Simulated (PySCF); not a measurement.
**C3H4OS (SMILES O=[SH]C1=CC1) at CCSD/cc-pVDZ**

Aim: the energy change on altering one bond length of C3H4OS at CCSD/cc-pVDZ, from 2 runs. Input form: an ASE script.

Program for the calculation: PySCF 2.14.0.

5 further runs of the same task are left out: 5 set aside as unsound or not needed.

**1. The molecule**

C3H4OS has 9 atoms, charge 0, and is taken as a singlet. SMILES: `O=[SH]C1=CC1`. Geometry: relaxed at GFN2-xTB. This is one conformer, not always the lowest.

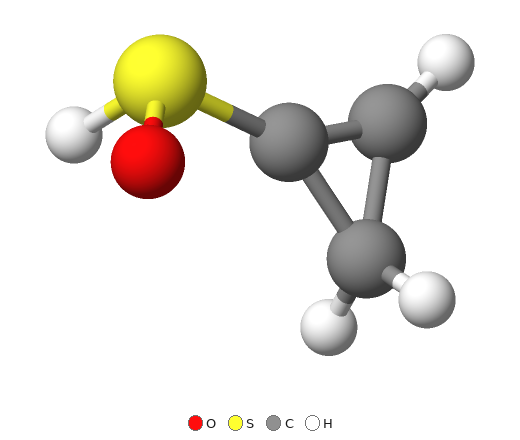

The structure, seen from a chosen angle (oxygen red, sulfur yellow, carbon grey, hydrogen white).

**2. A single-point energy at CCSD/cc-pVDZ**

Input file start.xyz:

```xyz
9

O     -2.159250     0.384800     1.435290
S     -0.883200     1.084860     1.376690
C      0.177010     0.156220     0.279780
C      1.353280    -0.305700    -0.031190
C      0.218300    -0.801850    -0.883530
H     -1.054050     2.055590     0.344250
H      2.403530    -0.343980     0.120350
H      0.090330    -0.416480    -1.889130
H     -0.145950    -1.813460    -0.752500
```

Input file calc.py:

```python
import pyscf.grad
from pyscf import gto, cc
from pyscf.pbc.tools.pyscf_ase import PySCF, ase_atoms_to_pyscf
from ase.io import read

atoms = read('start.xyz')

system = gto.M(
    atom=ase_atoms_to_pyscf(atoms),
    max_memory=1860,
    verbose=4,
    basis='cc-pvdz',
)

mf = system.RHF()
atoms.calc = PySCF(method=cc.CCSD(mf, frozen=9))

e_ev = atoms.get_potential_energy()
print('energy %.6f eV' % e_ev)
```

Run with:

```console
$ OMP_NUM_THREADS=1 python calc.py
```

Log:

```text
PySCF version 2.14.0

[... 67 lines left out ...]
converged SCF energy = -588.1372007484
[... 29 lines left out ...]
converged SCF energy = -588.137200748416
[... 1 line left out ...]
******** <class 'pyscf.cc.ccsd.CCSD_Scanner'> ********
CC2 = 0
CCSD nocc = 14, nmo = 85
frozen orbitals 9
max_cycle = 50
direct = 0
conv_tol = 1e-07
conv_tol_normt = 1e-05
diis_space = 6
diis_start_cycle = 0
diis_start_energy_diff = 1e+09
Init t2, MP2 energy = -588.856571891318  E_corr(MP2) -0.719371142901692
Init E_corr(CCSD_Scanner) = -0.719371142903408
cycle = 1  E_corr(CCSD_Scanner) = -0.727623709444087  dE = -0.00825256654  norm(t1,t2) = 0.0813143
cycle = 2  E_corr(CCSD_Scanner) = -0.75079696755365  dE = -0.0231732581  norm(t1,t2) = 0.028718
cycle = 3  E_corr(CCSD_Scanner) = -0.751323678535974  dE = -0.000526710982  norm(t1,t2) = 0.01869
cycle = 4  E_corr(CCSD_Scanner) = -0.755429862345447  dE = -0.00410618381  norm(t1,t2) = 0.00768469
cycle = 5  E_corr(CCSD_Scanner) = -0.755739422913067  dE = -0.000309560568  norm(t1,t2) = 0.00259345
cycle = 6  E_corr(CCSD_Scanner) = -0.755504853865165  dE = 0.000234569048  norm(t1,t2) = 0.00117091
cycle = 7  E_corr(CCSD_Scanner) = -0.755416447430713  dE = 8.84064345e-05  norm(t1,t2) = 0.000381995
cycle = 8  E_corr(CCSD_Scanner) = -0.755438569996437  dE = -2.21225657e-05  norm(t1,t2) = 0.000181576
cycle = 9  E_corr(CCSD_Scanner) = -0.755443726139819  dE = -5.15614338e-06  norm(t1,t2) = 7.25032e-05
cycle = 10  E_corr(CCSD_Scanner) = -0.755442624226098  dE = 1.10191372e-06  norm(t1,t2) = 2.73628e-05
cycle = 11  E_corr(CCSD_Scanner) = -0.755442703746205  dE = -7.95201077e-08  norm(t1,t2) = 1.2899e-05
cycle = 12  E_corr(CCSD_Scanner) = -0.755442632684339  dE = 7.10618669e-08  norm(t1,t2) = 7.53742e-06
CCSD_Scanner converged
E(CCSD_Scanner) = -588.8926433811004  E_corr = -0.7554426326843385
energy -16024.585043 eV
```

Wall time 36 s (1 thread of Intel Xeon at 2.50GHz (Skylake/Cascade Lake), shared host); peak memory 0.64 GiB.

**3. The distorted shape, same level**

Input file mol.xyz:

```xyz
9

O     -2.684375     0.403940     1.359520
S     -1.408325     1.104000     1.300920
C     -0.348115     0.175360     0.204010
C      0.828155    -0.286560    -0.106960
C     -0.306825    -0.782710    -0.959300
H     -1.579175     2.074730     0.268480
H      2.403530    -0.343980     0.120350
H     -0.434795    -0.397340    -1.964900
H     -0.671075    -1.794320    -0.828270
```

Input file calc.py:

```python
import pyscf.grad
from pyscf import gto, scf, cc
from pyscf.pbc.tools.pyscf_ase import PySCF, ase_atoms_to_pyscf
from ase.io import read

atoms = read('mol.xyz')

mol = gto.M(
    atom=ase_atoms_to_pyscf(atoms),
    basis='cc-pvdz',
    verbose=4,
    max_memory=1860,
    charge=0,
    spin=0,
)

myscf = scf.RHF(mol)
atoms.calc = PySCF(method=cc.CCSD(myscf, frozen=9))

e_ev = atoms.get_potential_energy()
print('energy %.6f eV' % e_ev)
```

Run with:

```console
$ OMP_NUM_THREADS=1 python calc.py
```

Log:

```text
PySCF version 2.14.0

[... 67 lines left out ...]
converged SCF energy = -588.050622098083
[... 29 lines left out ...]
converged SCF energy = -588.050622098085
[... 12 lines left out ...]
Init t2, MP2 energy = -588.781679231852  E_corr(MP2) -0.731057133767419
[... 15 lines left out ...]
CCSD_Scanner converged
[... 1 line left out ...]
energy -16022.585135 eV
```

Wall time 46 s (1 thread of Intel Xeon at 2.50GHz (Skylake/Cascade Lake), shared host); peak memory 0.63 GiB.

**4. Outcome**

Level: CCSD/cc-pVDZ, 9 core orbitals frozen.

```
                                                         quantity          value
                                        first shape: total energy  -588.89264 Eh
                first shape: dipole moment (Hartree–Fock density)         4.13 D
                 first shape: HOMO energy (Hartree–Fock orbitals)       -9.93 eV
                 first shape: LUMO energy (Hartree–Fock orbitals)        3.06 eV
               first shape: HOMO–LUMO gap (Hartree–Fock orbitals)       12.99 eV
         first shape: correlation energy (9 core orbitals frozen)     -755.4 mEh
                                       first shape: T1 diagnostic          0.016
                                    distorted shape: total energy  -588.81915 Eh
            distorted shape: dipole moment (Hartree–Fock density)         4.00 D
             distorted shape: HOMO energy (Hartree–Fock orbitals)       -9.96 eV
             distorted shape: LUMO energy (Hartree–Fock orbitals)        2.49 eV
           distorted shape: HOMO–LUMO gap (Hartree–Fock orbitals)       12.45 eV
     distorted shape: correlation energy (9 core orbitals frozen)     -768.5 mEh
                                   distorted shape: T1 diagnostic          0.017
energy change with the C4–H7 bond stretched from 1.062 to 1.593 Å       2.000 eV
```

**Reading.** With the C4–H7 bond stretched from 1.062 to 1.593 Å the energy rises by 2.00 eV (46 kcal/mol). The first shape isn't relaxed at this level, so the change isn't measured from a minimum.
